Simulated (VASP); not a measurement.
Band structure of MoSe2 (2H layered). All values below come from vdW-DF2, VASP's PBE PAW potentials (set 64) (plane waves; VASP).

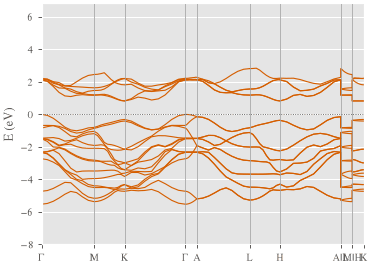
Bands along high-symmetry lines, zero at the valence-band maximum or, without a gap, the Fermi level

**Question.** Read the plot: is there a gap, and where are the band edges?

**Answer.** The gap is indirect, 0.83 eV, from the valence maximum at Γ to the conduction minimum at K. (Edges off the drawn lines would not show.)

Measured: gap 1.09 eV (computed value off by -0.26 eV), as given by Li et al., (2013), arXiv:1302.0733.

The compound is MoSe2 in the 2H layered structure. It was relaxed first, which changed the volume by +16 %.
